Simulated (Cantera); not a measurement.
A closed system holds: 1 mol Si, 1.1 mol HF, a varied amount of N2, held at 1148 K and 0.0133 bar.

Equilibrium computed with Cantera from the NASA thermochemical tables; the gas is ideal and each condensed phase is pure. Candidate condensed phases: Si, Si3N4; 37 gas species. N2 is the only nitrogen source here; it is nearly inert below about 1500 K, so the nitride shown seldom forms there in practice. The tables' values for SiF3 are old estimates; treat these amounts as uncertain. Rates play no part.

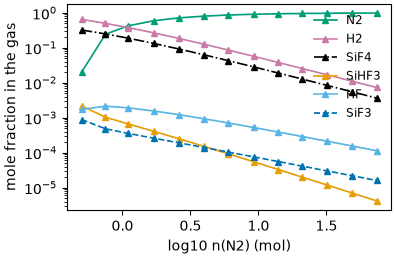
Figure: Equilibrium gas composition (values under 1e-9 drawn at 1e-9)

From 0.5 mol N2 to 74 mol N2 the condensed part is Si3N4(s). The main Si-bearing gas is SiF4 throughout.
